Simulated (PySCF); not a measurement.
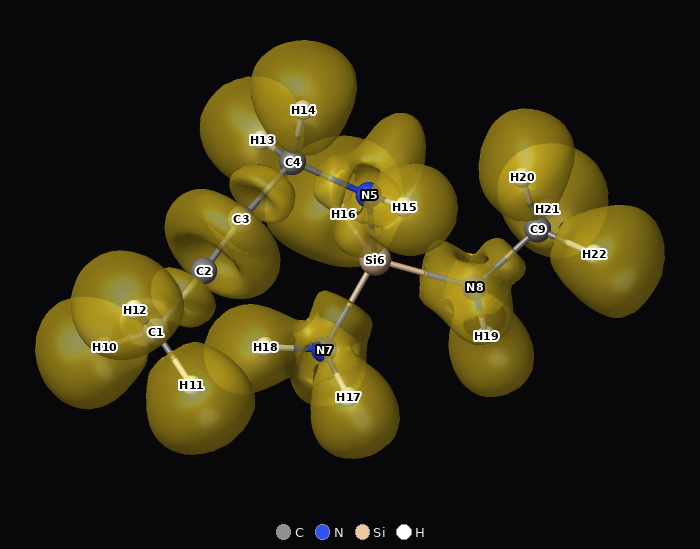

Figure. C$_{5}$H$_{13}$N$_{3}$Si. Isosurface of the electron localisation function at 0.75 (yellow), seen at a tilt. Core shells and regions of very low density are left out.

Geometry: GFN2-xTB.

Theory: PySCF, PBE0/pcSseg-1, SCF density, gas phase, non-relativistic.

```yaml
atoms:
  - { symbol: C, position_ang: [3.4705, -2.0769, -0.7771] }
  - { symbol: C, position_ang: [2.1151, -1.9384, -0.2857] }
  - { symbol: C, position_ang: [0.9892, -1.8684, 0.1208] }
  - { symbol: C, position_ang: [-0.3726, -1.6542, 0.5921] }
  - { symbol: N, position_ang: [-0.7497, -0.2570, 0.6198] }
  - { symbol: Si, position_ang: [-1.0982, 0.6050, -0.8384] }
  - { symbol: N, position_ang: [0.0796, 0.7824, -2.0962] }
  - { symbol: N, position_ang: [-1.3906, 2.2181, -0.3112] }
  - { symbol: C, position_ang: [-2.4174, 2.5270, 0.6539] }
  - { symbol: H, position_ang: [3.4666, -2.5586, -1.7550] }
  - { symbol: H, position_ang: [3.9339, -1.0948, -0.8696] }
  - { symbol: H, position_ang: [4.0600, -2.6818, -0.0881] }
  - { symbol: H, position_ang: [-1.0620, -2.1737, -0.0807] }
  - { symbol: H, position_ang: [-0.4784, -2.0840, 1.5966] }
  - { symbol: H, position_ang: [-0.2537, 0.2457, 1.3419] }
  - { symbol: H, position_ang: [-2.1935, -0.1488, -1.4618] }
  - { symbol: H, position_ang: [0.7651, 1.5153, -2.0059] }
  - { symbol: H, position_ang: [0.5361, -0.0608, -2.4022] }
  - { symbol: H, position_ang: [-1.3615, 2.9101, -1.0443] }
  - { symbol: H, position_ang: [-2.4204, 1.7528, 1.4167] }
  - { symbol: H, position_ang: [-3.4181, 2.5708, 0.2087] }
  - { symbol: H, position_ang: [-2.2104, 3.4898, 1.1275] }
```

Q: What do the ELF domains correspond to?

A: The surface consists of three regions between bonded C–C atoms (shared pairs), nine regions around hydrogen nuclei and three joined regions spread over several atoms (H, N), in which their bonds and any lone pairs are merged. Profiles from the grid: C–C (1.20 Å): the ELF peaks at about 0.85 between the atoms; a short, multiple covalent bond. C–N (1.44 Å): the ELF peaks at about 0.90 between the atoms, as expected for a shared electron pair.
